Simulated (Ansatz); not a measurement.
**Meshes and cutoff for the phonons of HfPbSO2 (built on the sites of a database entry of HfPbO3)**

Wanted: convergence of the phonons of HfPbSO2 (built on the sites of a database entry of HfPbO3) against cost.

Method: DFT PBEsol, scalar-relativistic, plane waves, PAW, in Ansatz 0.2.0.

The structure was built from a prototype and need not be the compound's stable phase.

**1. The structure**

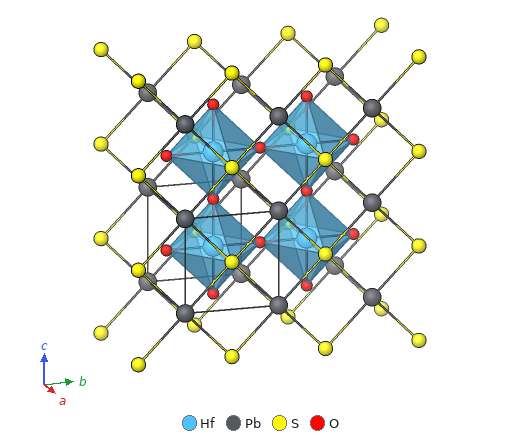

Start, viewed slightly off an axis; hafnium blue, lead dark grey, sulfur yellow, oxygen red. 1×2×2 cells are drawn. Some periodic images of atoms are drawn too.

**2. Tight relaxation**

The k mesh is raised to 10×12×12 since a zone-centre run on the first mesh warned that it was too coarse for the force constants, and the cell is relaxed again on it.

Contents of input.yaml:

```yaml
crystal:
  lattice:
    - [5.112178333, 0.0, 0.0]
    - [0.0, 4.0961771875, 0.0]
    - [0.0, 0.0, 4.0961771875]
  atoms:
    - { symbol: Hf, position: [0.5, 0.5, 0.5] }
    - { symbol: Pb, position: [0.0, 0.0, 0.0] }
    - { symbol: S, position: [0.0, 0.5, 0.5] }
    - { symbol: O, position: [0.5, 0.0, 0.5] }
    - { symbol: O, position: [0.5, 0.5, 0.0] }
kpoints:
  mp_grid: { grid: [10, 12, 12] }
hamiltonian:
  xc: pbesol
scf:
  occupations: { method: fixed }
output:
  forces: true
  stress: true
  eigenvalues: true
relax:
  adjacent_minimum: "off"
  f_tol: 0.001
  max_steps: 60
  cell: { stress_tol: 0.01 }
```

On the command line:

```console
$ ansatz run input.yaml --threads 8 --pin off --max-ram 14336MiB --backend cpu --events-out ev --progress --plain --runs-dir out
```

Numbers of over 12 decimals in the logs are rounded to 6 here.

Log:

```text
Engine: ansatz 0.2.0, x86_64-unknown-linux-gnu
Pseudopotentials: kind: paw
Pseudopotential: Hf, paw, valence charge 26, recommended cutoff 420 eV (normal), Hf.paw.azcp
Pseudopotential: Pb, paw, valence charge 14, recommended cutoff 420 eV (normal), Pb.paw.azcp
Pseudopotential: S, paw, valence charge 6, recommended cutoff 420 eV (normal), S.paw.azcp
[...]
cell:  # Å, volume = 85.7755 Å³
    - [5.112178333, 0.0, 0.0]
    - [0.0, 4.0961771875, 0.0]
    - [0.0, 0.0, 4.0961771875]
  atoms:
    - { symbol: Hf, position: [0.5, 0.500000, 0.500000] }
    - { symbol: Pb, position: [0.0, 0.0, 0.0] }
    - { symbol: S, position: [0.0, 0.500000, 0.500000] }
    - { symbol: O, position: [0.5, 0.0, 0.500000] }
    - { symbol: O, position: [0.5, 0.500000, 0.0] }
[key lines of the parts left out:]
SCF converged after 7 iterations
Free energy (F): -29364.433566 eV
Fermi energy:    10.665416 eV
P = ⅓ Tr σ = -0.0063 GPa (-0.063 kbar)
```

The job ended after 2.7 s (8 threads of AMD EPYC 9R45, shared host; peak memory 0.93 GiB; 19 s of CPU time).

Little changed from the start: no atom moved by 0.005 Å and no cell edge by 0.1 %.

This step gave:

```yaml
pressure: -0.006286 GPa
gap_on_the_k_mesh: 1.335 eV
volume_per_atom: 17.16 Å³
direct_gap_on_mesh: 1.381 eV
```

The forces vanish by symmetry and the pressure is -0.006 GPa, within the tolerances set. The cell now holds 17.16 Å³/atom.

**3. Response at finite wavevector**

The mesh has a single point along some directions, so zone-edge points there are not solved. Linear response on a 1×2×2 q mesh gives force constants as far as a supercell of that size would, and the tensors from the zone-centre run are typed in so that the long-range dipole term is interpolated apart.

input.yaml, the sections that differ from step 2:

```yaml
output:
  eigenvalues: true
phonons:
  method: dfpt
  qmesh: [1, 2, 2]
  temperatures: { t_max: 1000, t_step: 50 }
  qpath:
    path:
      - [[0.0, 0.0, 0.0], [0.0, 0.0, 0.5], [0.0, 0.5, 0.5], [0.0, 0.0, 0.0], [0.5, 0.0, 0.0], [0.5, 0.0, 0.5], [0.5, 0.5, 0.5], [0.5, 0.0, 0.0]]
      - [[0.0, 0.0, 0.5], [0.5, 0.0, 0.5]]
      - [[0.0, 0.5, 0.5], [0.5, 0.5, 0.5]]
    npoints: 10
  non_analytic_term:
    high_frequency_dielectric_tensor: [[7.0605, 0.0, 0.0], [0.0, 10.8968, 0.0], [0.0, 0.0, 10.8968]]
    born_effective_charges:
      - { species: Hf, tensor: [[5.0625, 0.0, 0.0], [0.0, 6.4769, 0.0], [0.0, 0.0, 6.4769]] }
      - { species: Pb, tensor: [[2.9062, 0.0, 0.0], [0.0, 5.1364, 0.0], [0.0, 0.0, 5.1364]] }
      - { species: S, tensor: [[-3.2563, 0.0, 0.0], [0.0, -3.9508, 0.0], [0.0, 0.0, -3.9508]] }
      - { species: O, tensor: [[-2.3562, 0.0, 0.0], [0.0, -5.9153, 0.0], [0.0, 0.0, -1.7472]] }
      - { species: O, tensor: [[-2.3562, 0.0, 0.0], [0.0, -1.7472, 0.0], [0.0, 0.0, -5.9153]] }
    source: "zone-centre run at this cell"
# crystal, kpoints, hamiltonian, scf: as in step 2
# relax: removed
```

Log:

```text
[...]
Crystal: 5 atoms, lattice volume = 85.776 Å³
Basis set: ecut = 420 eV, 1673 PW (Γ), exchange–correlation on 72×60×60 points (8 copies of the dense FFT grid, shifted against one another)
Bands: 35, of which v1, the nominal top of the filled ones, is band 29 counted from 1 (28 counted from 0)
Symmetry: 16 space group operations
k-points: 168 of 1440
[...]
SCF iter   1: F=—  HF=-29364.466594 eV  |F-HF|=—  |Δ(HF+E_count)|=         —  Δρ=1.18e-2  dr2=1.20e-1  ethr=1.77e-3  ⟨swp⟩=4.9  Hψ=19705  notcnv=0  defer=616
[...]
SCF iter  12: F=-29364.433566 eV  HF=-29364.433566 eV  |F-HF|=7.28e-12  |Δ(HF+E_count)|=  1.09e-11  Δρ=7.78e-8  dr2=4.58e-12  ethr=1.00e-12  ⟨swp⟩=5.2  Hψ=24868  notcnv=0
SCF 1 converged in 12 iterations: F = -29364.433566 eV  dr2 = 4.58e-12
[...]
NSCF: frozen V_eff on 168 k-points
[...]
DFPT response loops at q = (0, 0, 0) (fractional): preconditioner auto → Resta (q_TF=auto, 2.556 Å⁻¹)  ε∞=6.7 (no band partly filled); β = 1.00, the filter's whole step (`scf.mixing.beta` (0.50) is not read by the response loops at its default; to damp them type it under 1.00, their step now; it binds the ground state too); Broyden in place of MSR1
[...]
SCF converged after 12 iterations
Free energy (F): -29364.433566 eV
[...]
Internal energy: -29364.433566 eV  (E = F + TS)
E sigma→0 (E₀):  -29364.433566 eV
Fermi energy:    10.665416 eV
[...]
--- Band table (eV; the first three rows and the last of 168) ---
  k-point 0: bands = [... 25 lower, 9.1767, 9.8795, 9.9152, 9.9152, 13.0212, 13.0212, 14.2505, 14.3143, ... 2 higher]
  k-point 1: bands = [... 25 lower, 9.0900, 9.7428, 9.8209, 9.8468, 13.0288, 13.1919, 14.2546, 14.4621, ... 2 higher]
  k-point 2: bands = [... 25 lower, 9.0358, 9.4512, 9.7047, 9.7410, 13.0496, 13.5275, 14.2461, 14.7887, ... 2 higher]
  k-point 167: bands = [... 25 lower, 6.6768, 9.2305, 9.2305, 10.5232, 14.3209, 16.2826, 16.2826, 16.7161, ... 2 higher]
--- Phonons (Γ-DFPT): 9 representative perturbations + reference (Σ response iterations 27) ---
  ASR residual: 8.565e-5 → 0.000e0 eV/Å²; symmetrization residual: 4.829e-6 eV/Å²
  ASR residual per site (eV/Å²): 1.42e-5 6.80e-6 2.97e-5 8.57e-5 8.57e-5
  Γ frequencies (cm⁻¹): -169.98 -120.84 -10.35 -10.35 0.00 0.00 0.00 118.60 118.60 127.27 166.64 166.64 342.56 489.67 489.67
--- Phonons (arbitrary-q DFPT): 3 irreducible q on the 1×2×2 mesh ---
  q = [0.0000, 0.0000, 0.0000] (star 1, of the zone-centre solve; hermiticity 7.77e-7, symmetrization 1.01e-12): -169.98 -120.84 -10.35 -10.35 -0.00 0.00 0.00 118.60 118.60 127.27 166.64 166.64 342.56 489.67 489.67
  q = [0.0000, 0.0000, -0.5000] (star 2, 15 solved perturbations on 294 of 1440 k-point pairs; hermiticity 4.09e-7, symmetrization 5.19e-14): -123.44 -71.76 51.08 63.36 93.72 109.54 169.34 179.16 216.04 232.17 255.05 289.64 335.53 478.25 757.55
  q = [0.0000, -0.5000, -0.5000] (star 1, 9 solved perturbations in 2268 linear systems a pass and spin channel, the states on 294 of 1440 k-point pairs; hermiticity 6.65e-8, symmetrization 3.76e-13): -126.32 -51.50 47.23 47.23 80.47 135.12 135.12 170.90 170.90 209.32 209.32 326.92 366.21 600.49 811.30
  sum rule: each row above includes the acoustic sum rule's correction from the zone centre's row sums; it moved no ω² by more than (1.21 cm⁻¹)²
  mesh force constants: q→R imaginary residual 5.55e-46; ASR residual 8.565e-5 → 0.000e0 eV/Å²; symmetrization residual 1.066e-14 eV/Å²
  interpolated dispersion: 94 rows × 15 modes
  density of states and harmonic sums: on the 12×16×16 q-mesh, interpolated from the force constants of a 1×2×2 supercell (with the dipole–dipole term of supplied tensors)
  largest difference from the sums on the solved wave vectors: F 2.40e-1 eV, S 3.44e-4 and C_V 1.03e-4 eV/K
  zero-point energy: 0.189994 eV/cell   skipped modes (ω ≤ 0): 667, of them read as no rigid motion or as one in doubt: 664 (2.049e0 modes/cell left out, lowest -169.98 cm⁻¹)   left out of the sums: 1.37e-1 of the cell's modes: C_V's classical limit lies that fraction below 3 k_B per atom; for a crystal, a wire or a layer, F and S can be off by more, and a phonons.interpolated_qmesh denser along its periods is the remedy for the sampling
```

Run time: 1.8 min. Hardware: 8 threads; peak memory 2.7 GiB.

This step gave:

```yaml
sum_rule_residual_before_enforcement: 8.57e-5 eV/Å²
point_group: 4/mmm
highest_optical_mode_at_the_zone_centre_no_lo_to_term: 489.7 cm⁻¹
lowest_optical_zone_centre_mode: -170.0 cm⁻¹
lowest_mode_on_the_q_mesh_acoustic_modes_at_gamma_apart: -170.0 cm⁻¹
highest_frequency_at_a_solved_wavevector_no_lo_to_term_at_gamma: 811.3 cm⁻¹
```

Frequencies (cm⁻¹) solved at each irreducible wavevector; negative means imaginary. Frequencies by wavevector, by row:

| q in reciprocal lattice units | star | mode 1 | mode 2 | mode 3 | mode 4 | mode 13 | mode 14 | mode 15 |
| --- | --- | --- | --- | --- | --- | --- | --- | --- |
| 0 0 0 | 1 | -170 | -120.8 | -10.3 | -10.3 | 342.6 | 489.7 | 489.7 |
| 0 0 -0.5 | 2 | -123.4 | -71.8 | 51.1 | 63.4 | 335.5 | 478.2 | 757.5 |
| 0 -0.5 -0.5 | 1 | -126.3 | -51.5 | 47.2 | 47.2 | 366.2 | 600.5 | 811.3 |

Symmetry leaves 3 wavevectors to solve. The lowest mode among them, the acoustic zeros apart, lies at Γ and is imaginary, 170.0i cm⁻¹, so the energy falls along it.

**4. Another k mesh, k-mesh 3×4×4**

The k mesh is changed to 3×4×4 on a small fixed q mesh, to find the coarsest that serves.

input.yaml, the sections that differ from step 3:

```yaml
kpoints:
  mp_grid: { grid: [3, 4, 4] }
phonons:
  method: dfpt
  dielectric: true
  rigid_motions: translations
  qmesh: [1, 2, 2]
  temperatures: { t_max: 1000, t_step: 50 }
  qpath:
    path:
      - [[0.0, 0.0, 0.0], [0.0, 0.0, 0.5], [0.0, 0.5, 0.5], [0.0, 0.0, 0.0], [0.5, 0.0, 0.0], [0.5, 0.0, 0.5], [0.5, 0.5, 0.5], [0.5, 0.0, 0.0]]
      - [[0.0, 0.0, 0.5], [0.5, 0.0, 0.5]]
      - [[0.0, 0.5, 0.5], [0.5, 0.5, 0.5]]
    npoints: 10
# crystal, hamiltonian, scf, output: as in step 3
```

Log:

```text
[...]
Crystal: 5 atoms, lattice volume = 85.776 Å³
Basis set: ecut = 420 eV, 1673 PW (Γ), exchange–correlation on 72×60×60 points (8 copies of the dense FFT grid, shifted against one another)
Bands: 35, of which v1, the nominal top of the filled ones, is band 29 counted from 1 (28 counted from 0)
Symmetry: 16 space group operations
k-points: 26 of 48 (irreducible under 1 space group operation, time reversal used)
[...]
SCF iter   1: F=—  HF=-29364.402032 eV  |F-HF|=—  |Δ(HF+E_count)|=         —  Δρ=1.12e-2  dr2=1.02e-1  ethr=1.77e-3  ⟨swp⟩=4.9  Hψ=3050  notcnv=0  defer=95
[...]
SCF iter  11: F=-29364.374153 eV  HF=-29364.374153 eV  |F-HF|=7.28e-12  |Δ(HF+E_count)|=  1.09e-11  Δρ=9.21e-8  dr2=6.32e-12  ethr=1.00e-12  ⟨swp⟩=5.9  Hψ=4145  notcnv=0
SCF 1 converged in 11 iterations: F = -29364.374153 eV  dr2 = 6.32e-12
[...]
DFPT response loops at Γ: preconditioner auto → Resta (q_TF=auto, 2.556 Å⁻¹)  ε∞=6.6 (no band partly filled); β = 1.00, the filter's whole step (`scf.mixing.beta` (0.50) is not read by the response loops at its default; to damp them type it under 1.00, their step now; it binds the ground state too); Broyden in place of MSR1
── the response to a field inside a basis, on 8×8×8 k-points: an SCF that follows is theirs, and a resumed run solves both again ──
Bands: 30, of which v1, the nominal top of the filled ones, is band 29 counted from 1 (28 counted from 0)
k-points: 40 of 512
[...]
Eigensolver: Dense (40 Hₖ)
SCF iter   1: F=—  HF=-29364.413377 eV  |F-HF|=—  |Δ(HF+E_count)|=         —  Δρ=9.87e-4  dr2=1.15e-3  ethr=1.00e-1
[...]
SCF iter   7: F=-29364.413041 eV  HF=-29364.413041 eV  |F-HF|=2.62e-10  |Δ(HF+E_count)|=   4.76e-8  Δρ=1.47e-6  dr2=2.74e-9  ethr=6.70e-11
SCF 1 converged in 7 iterations: F = -29364.413041 eV  dr2 = 2.74e-9
[...]
WARN: field response: ε∞ stands inside a basis, on 8×8×8 points; the force constants stand on the 3×4×4 k-mesh, whose period is 7.83 times the interband length at k = (0.3333, 0.0000, -0.5000), direct gap 2.169 eV, under 14: take them and everything formed from them as unconverged, and compare with a denser kpoints.mp_grid
[...]
SCF converged after 11 iterations
Free energy (F): -29364.374153 eV
[...]
Internal energy: -29364.374153 eV  (E = F + TS)
E sigma→0 (E₀):  -29364.374153 eV
Fermi energy:    10.636557 eV
[...]
--- Band table (eV; the first three rows and the last of 26) ---
  k-point 0: bands = [... 25 lower, 9.1777, 9.8937, 9.9153, 9.9153, 13.0115, 13.0115, 14.2473, 14.3005, ... 2 higher]
  k-point 1: bands = [... 25 lower, 9.0823, 9.2679, 9.6106, 9.7213, 13.0687, 13.6844, 13.9879, 14.5463, ... 2 higher]
  k-point 2: bands = [... 25 lower, 9.0169, 9.6970, 9.7257, 10.6366, 12.0056, 13.1282, 13.4716, 13.5212, ... 2 higher]
  k-point 25: bands = [... 25 lower, 8.3422, 9.1934, 9.7695, 9.9045, 12.6907, 13.7131, 14.9072, 15.5260, ... 2 higher]
--- Phonons (Γ-DFPT): 9 representative perturbations + reference, on 26 of 48 k-points (Σ response iterations 33) ---
  k mesh reduced under 1 symmetry operation, with k and −k counted as one. Each operation leaves every solved perturbation unchanged. A smaller set is not considered because the run solves the response to a homogeneous field
  ASR residual: 9.163e-5 → 0.000e0 eV/Å²; symmetrization residual: 1.381e-5 eV/Å²
  ASR residual per site (eV/Å²): 1.20e-5 1.47e-5 5.36e-5 9.16e-5 9.16e-5
[...]
ε∞ (high-frequency dielectric tensor):
        7.059597     0.000000    -0.000000
        0.000000    10.892988    -0.000000
       -0.000000    -0.000000    10.892988
  softest optical mode at Γ: -195.28 cm⁻¹; the repairs (sum rule, projections) moved no ω² at Γ by more than (2.25 cm⁻¹)²
  Born effective charges Z* (e; rows j = field, columns β = displacement):
    site 0:
         5.06136   -0.00000   -0.00000
        -0.00000    6.47458    0.00000
        -0.00000    0.00000    6.47458
    site 1:
         2.90542    0.00000   -0.00000
         0.00000    5.14519   -0.00000
        -0.00000   -0.00000    5.14519
    site 2:
        -3.25359   -0.00000    0.00000
        -0.00000   -3.95920    0.00000
         0.00000    0.00000   -3.95920
    site 3:
        -2.35659   -0.00000    0.00000
        -0.00000   -5.91221   -0.00000
         0.00000    0.00000   -1.74836
    site 4:
        -2.35659    0.00000    0.00000
         0.00000   -1.74836    0.00000
         0.00000   -0.00000   -5.91221
  Z* charge neutrality: 3.934e-3 e pre-enforcement
  solved inside a basis spanned on kpoints, on 8×8×8 k-points, its susceptibility summed on 10×12×12: ε∞ is read to err by 4.3e-2, Z* by 4.4e-2 e (field_mesh: kpoints solves on kpoints); Z* is corrected for what the basis lacks
  optical modes at Γ without the LO–TO term, one row a degenerate level:
      ω (cm⁻¹)  modes    IR ((D/Å)²/amu)
       -195.28      1             0.0000
       -136.95      1            17.7596
        -26.24      2            12.3684
         91.38      2            63.5662
        100.85      1             7.8406
        154.08      2             1.6420
        338.32      1             2.2852
        486.01      2            71.3407
  optical modes at Γ + LO–TO along q̂ = [1.0000, 0.0000, 0.0000]:
      ω (cm⁻¹)  modes    IR ((D/Å)²/amu)
       -195.28      1             0.0000
        -32.33      1             0.6767
        -26.24      2            12.3684
         91.38      2            63.5662
        154.08      2             1.6420
        263.17      1            14.2494
        368.61      1            12.9593
        486.01      2            71.3407
  optical modes at Γ + LO–TO along q̂ = [0.0000, 1.0000, 0.0000]:
      ω (cm⁻¹)  modes    IR ((D/Å)²/amu)
       -195.28      1             0.0000
       -136.95      1            17.7596
        -26.24      1             6.1842
         24.85      1             0.0461
         91.38      1            31.7831
        100.85      1             7.8406
[...]
optical modes at Γ + LO–TO along q̂ = [0.0000, 0.0000, 1.0000]:
      ω (cm⁻¹)  modes    IR ((D/Å)²/amu)
       -195.28      1             0.0000
       -136.95      1            17.7596
        -26.24      1             6.1842
         24.85      1             0.0461
         91.38      1            31.7831
        100.85      1             7.8406
        152.58      1             0.0477
        154.08      1             0.8210
        259.38      1            15.7619
        338.32      1             2.2852
        486.01      1            35.6703
        588.56      1            58.6028
--- Phonons (arbitrary-q DFPT): 3 irreducible q on the 1×2×2 mesh ---
[...]
interpolated dispersion: 94 rows × 15 modes
[...]
```

The job ended after 19 s (8 threads; peak memory 1 GiB; 2.1 min of CPU time).

The run finished; it serves as a test, and its numbers are not taken as the result.

(Continued in part 2 of 2.)

[Logs are printed without paths, hosts, clocks, repeated set-up lines and the standing remarks that a program may print on its own settings, such as how far it seeks lower states.]

[Hosts, paths, dates, database ids (printed as entryN), source tags and the programs' standing remarks are cut or masked in the printed files.]
